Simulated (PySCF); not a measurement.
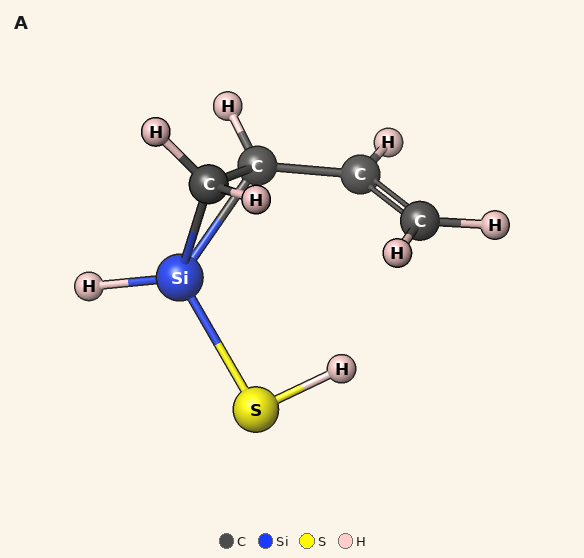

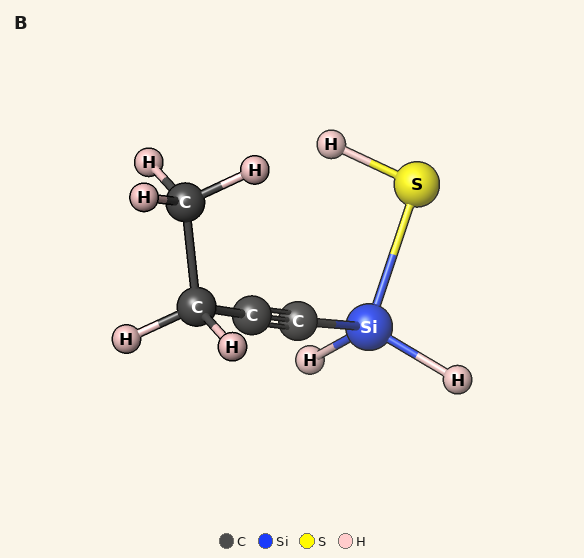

2 stationary structures of one formula. Geometries: GFN2-xTB. Electronic energies: PBE0/pcSseg-1 (PySCF 2.14.0), without zero-point energy. No frequency run is at hand to confirm each as a minimum. Each is one conformer, not always the lowest.

**Are they conformers, stereoisomers or constitutional isomers?**

They are constitutional isomers of C4H8SSi: A `C=C[C@@H]1C[Si@@H]1S`, B `CCC#C[SiH2]S`.

**Which is lowest in energy, and by how much?**

B is lowest; A lies 18.1 kJ/mol above it.

The geometry is semi-empirical. Around Si such bond lengths and angles can be off by a tenth of an ångström or more and by several degrees, and values that hang on the shape move with them.
